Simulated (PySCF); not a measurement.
Reaction (SMILES): FCF + 2 [H][H] (H2) → C (CH4) + 2 F (HF)
B3LYP-D3(BJ)/def2-TZVP geometries, fixed; electronic energies without zero-point terms.

Basis-set convergence of the energy of full hydrogenation at HF with PySCF. All functions are spherical. Density fitting with generated auxiliary sets. No added dispersion term, no relativity. Functions are those of the species that has most. Reference: the value in pcseg-3, -44.34 kcal/mol, itself unsure by roughly 0.26 kcal/mol (its mean distance from def2-QZVPP, cc-pVQZ). Deviations are taken from unrounded values.

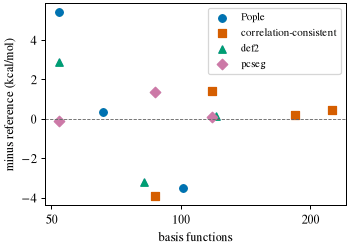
Figure. Deviation from the reference against the number of basis functions, by family of sets.

| basis | functions | energy of full hydrogenation (kcal/mol) | minus reference (kcal/mol) |
|---|---|---|---|
| 6-31G** | 52 | -38.93 | 5.41 |
| def2-SVP | 52 | -41.43 | 2.91 |
| pcseg-1 | 52 | -44.45 | -0.11 |
| 6-311G** | 66 | -44.01 | 0.33 |
| def2-SVPD | 82 | -47.53 | -3.19 |
| aug-cc-pVDZ | 87 | -48.27 | -3.93 |
| aug-pcseg-1 | 87 | -42.96 | 1.38 |
| 6-311++G(2d,2p) | 101 | -47.87 | -3.53 |
| cc-pVTZ | 118 | -42.95 | 1.39 |
| pcseg-2 | 118 | -44.24 | 0.11 |
| def2-TZVPP | 121 | -44.18 | 0.17 |
| aug-cc-pVTZ | 184 | -44.16 | 0.19 |
| cc-pVQZ | 225 | -43.88 | 0.46 |
